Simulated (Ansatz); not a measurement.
# Calculations on Ti12H

**1. Relaxation**

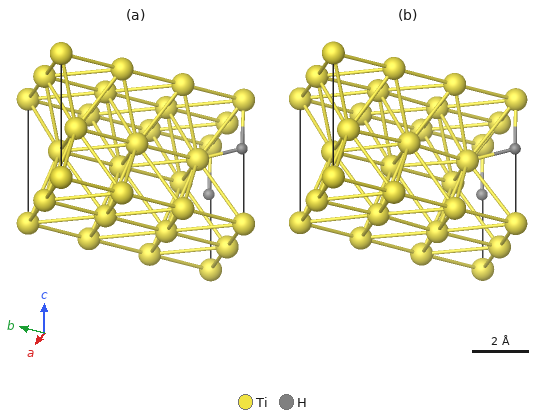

The structure of a defect cell of composition Ti12H before (left) and after (right) a relaxation, at one scale.

The picture is a ball-and-stick view of the cell of the calculation, seen from a free direction.

It is an interstitial H in hcp Ti. The run prepares an end point of a later path (interstitial hop) calculation, from a guessed geometry.

The calculation used Ansatz 0.2.0, DFT PBE-D3(BJ), scalar-relativistic, plane waves, PAW. Settings: plane-wave cutoff 420 eV; k-point mesh 3 × 2 × 4; occupations gaussian; smearing width 0.1 eV; no spin polarisation; atoms relaxed in a fixed cell; force threshold 0.03 eV/Å; at most 60 steps.

**Summarise the run.**

The largest move is that of a Ti atom, 0.10 Å roughly along [1 1 −1]. By element the largest moves are Ti 0.10 Å, H 0.05 Å. The lattice vectors keep their values. Near-neighbour distances that change, for instance: H–Ti 1.706 → 1.847 Å, Ti–Ti 2.950 → 3.076 Å, Ti–Ti 2.896 → 3.009 Å, Ti–Ti 2.950 → 3.033 Å. Among the angles between lasting bonds that change: Ti–H–Ti 103.6° → 106.6°, Ti–H–Ti 115.5° → 112.8°. After 3 geometry steps the energy has fallen by 0.130 eV per cell of the calculation. The largest force component goes from 1.2 to 0.028 eV/Å.

Limits of the set-up: the periodic images lie only 4.7 Å apart, so the values are limited by the cell's size.

**2. Relaxation**

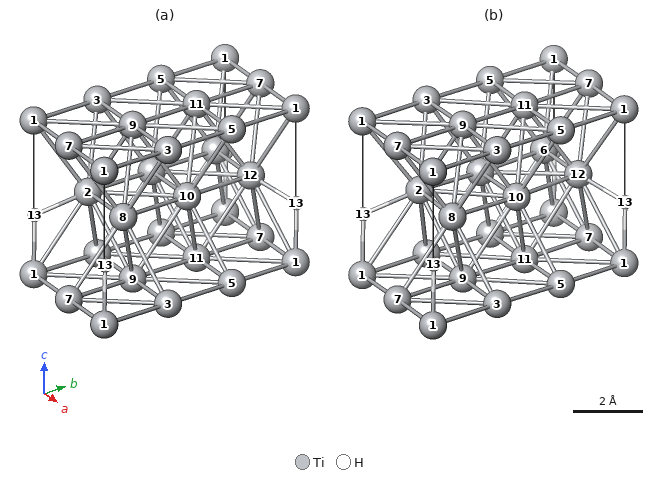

The structure of a defect cell of composition Ti12H before (left) and after (right) a relaxation, at one scale.

A ball-and-stick model of the cell of the calculation, seen slightly off an axis.

It is an interstitial H in hcp Ti. The run prepares an end point of a later path (interstitial hop) calculation, from a guessed geometry.

The calculation used DFT PBE-D3(BJ), scalar-relativistic, plane waves, PAW in Ansatz 0.2.0. Set-up: plane-wave cutoff 420 eV; k-point mesh 3 × 2 × 4; occupations gaussian; smearing width 0.1 eV; no spin polarisation; atoms relaxed in a fixed cell; force threshold 0.03 eV/Å; at most 60 steps.

> Describe what moved and what it gained.

After 3 geometry steps the energy has fallen by 99.0 meV per cell of the calculation. The largest force component goes from 0.82 to 0.027 eV/Å. The largest move is that of a Ti atom, 0.090 Å along [1 1 1]. By element the largest moves are Ti 0.090 Å, H 0.033 Å. The cell stays as it was. Some distances before and after: Ti–Ti 2.950 → 3.068 Å, Ti–Ti 2.896 → 3.007 Å, H–Ti 1.763 → 1.848 Å, Ti–Ti 2.950 → 3.030 Å.

Limits of the set-up: the periodic images lie only 4.7 Å apart, so the values are limited by the cell's size.

**3. Path**

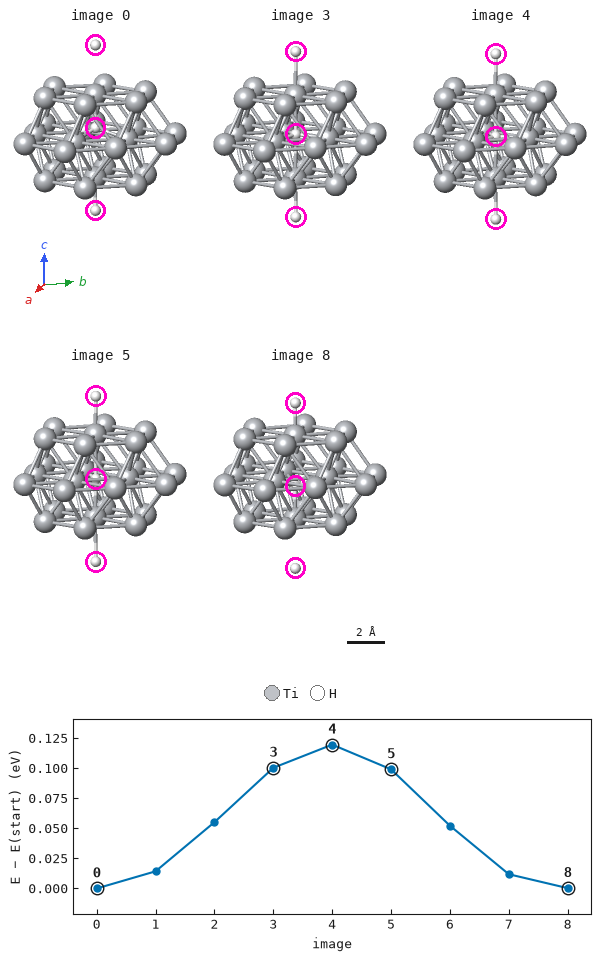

NEB run on Ti with an interstitial H (13 atoms in the cell). Images are numbered from 0 (start) to 8 (end). A ball-and-stick model of the atoms within 4.7 Å of the middle of the path, seen slightly off an axis. The moving atom is ringed, with any periodic copies. Bonds to atoms that aren't drawn are left out.

These are results of Ansatz, DFT PBE-D3(BJ), scalar-relativistic, plane waves, PAW, not measurements.

Input
```yaml
crystal:
  lattice:
    - [5.9, 0.0, 0.0]
    - [-4.425, 7.664325, 0.0]
    - [0.0, 0.0, 4.6846]
  atoms:
    - { symbol: Ti, position: [-0.00154771, -0.00054039, 0.00350109] }
    - { symbol: Ti, position: [0.17644674, 0.23291386, 0.48705778] }
    - { symbol: Ti, position: [-0.00158982, 0.33442145, 0.00090728] }
    - { symbol: Ti, position: [0.16387563, 0.55467573, 0.50634801] }
    - { symbol: Ti, position: [0.00193113, 0.66671871, 0.00606322] }
    - { symbol: Ti, position: [0.17020884, 0.88530968, 0.49201391] }
    - { symbol: Ti, position: [0.49772144, -0.00168313, 0.00028868] }
    - { symbol: Ti, position: [0.66707196, 0.22323147, 0.49751386] }
    - { symbol: Ti, position: [0.5057316, 0.33790424, -0.00183117] }
    - { symbol: Ti, position: [0.6695189, 0.55793827, 0.50418333] }
    - { symbol: Ti, position: [0.49440777, 0.66360053, 0.01010554] }
    - { symbol: Ti, position: [0.65582629, 0.88482236, 0.49288071] }
    - { symbol: H, position: [0.00179363, 0.00335151, 0.60695296] }
basis:
  ecutwfc: 420.0
kpoints:
  mp_grid: { grid: [3, 2, 4] }
hamiltonian:
  xc: pbe
  dispersion: d3bj
scf:
  occupations: { method: gaussian, width: 0.1 }
  lower_state_search: "off"
neb:
  images: 7
  f_tol: 0.03
  initial_path: idpp
  max_iterations: 80
  final_atoms:
    - { symbol: Ti, position: [-0.00121891, -0.00105495, -0.00577253] }
    - { symbol: Ti, position: [0.17540778, 0.23179465, 0.51087479] }
    - { symbol: Ti, position: [-0.00084338, 0.33459998, -0.00167516] }
    - { symbol: Ti, position: [0.16444742, 0.55445468, 0.49399717] }
    - { symbol: Ti, position: [0.00155748, 0.66589943, -0.00607343] }
    - { symbol: Ti, position: [0.17026767, 0.8848135, 0.50680692] }
    - { symbol: Ti, position: [0.49867181, -0.00146884, -0.00107756] }
    - { symbol: Ti, position: [0.66725301, 0.22314604, 0.5023947] }
    - { symbol: Ti, position: [0.50515681, 0.33722966, 0.00088303] }
    - { symbol: Ti, position: [0.6687181, 0.55698956, 0.49617003] }
    - { symbol: Ti, position: [0.49502629, 0.66370836, -0.00955869] }
    - { symbol: Ti, position: [0.65645433, 0.88445944, 0.50630037] }
    - { symbol: H, position: [0.00166162, 0.00231391, 0.39009208] }
  order_check: true
```

Launched with:
```bash
ansatz run input.yaml --threads 4 --pin off --max-ram 10240MiB --backend cpu --events-out ev --progress --plain --runs-dir out
```

Q: Read off the barrier and say what moves.

A: The barrier is about 0.120 eV in both directions, with image 4 at the top; the ends have the same energy. The H atom travels furthest, 1.02 Å from end to end, along −c, on a straight line. At the highest image its nearest neighbour (Ti) is 1.81 Å away, against 1.85 Å at the start, and the surrounding atoms stand up to 0.07 Å off the mean of their end positions. The band converged in 4 iterations. The largest component of the band force went from 1.6 to 0.02 eV/Å. The climbing image converged on the top of the path. A check of its curvatures didn't confirm a first-order saddle.

Limits of the set-up: the periodic images lie only 4.7 Å apart, so the values are limited by the cell's size.

Cost: 6.4 min on 4 threads of Intel(R) Xeon(R) Platinum 8175M CPU @ 2.50GHz (Skylake/Cascade Lake) (shared host), peak memory 2.2 GiB.
